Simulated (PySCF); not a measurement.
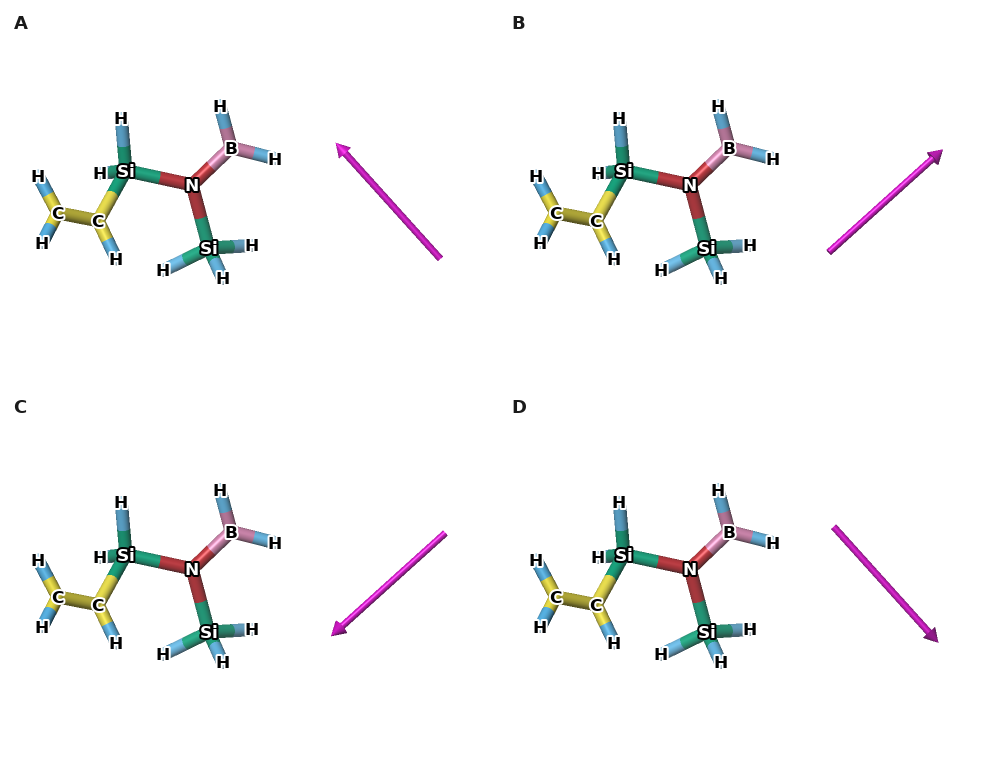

The same molecule four times, each with an arrow. Computed geometry: GFN2-xTB optimisation. No frequency run is at hand to confirm it as a minimum. Properties computed with PBE0/pcSseg-1, gas phase (PySCF 2.14.0).

> Which arrow points along the dipole moment, from the negative to the positive end?

C. The dipole moment is 1.55 D.

The geometry is semi-empirical. Around B, Si such bond lengths and angles can be off by a tenth of an ångström or more and by several degrees, and values that hang on the shape move with them.
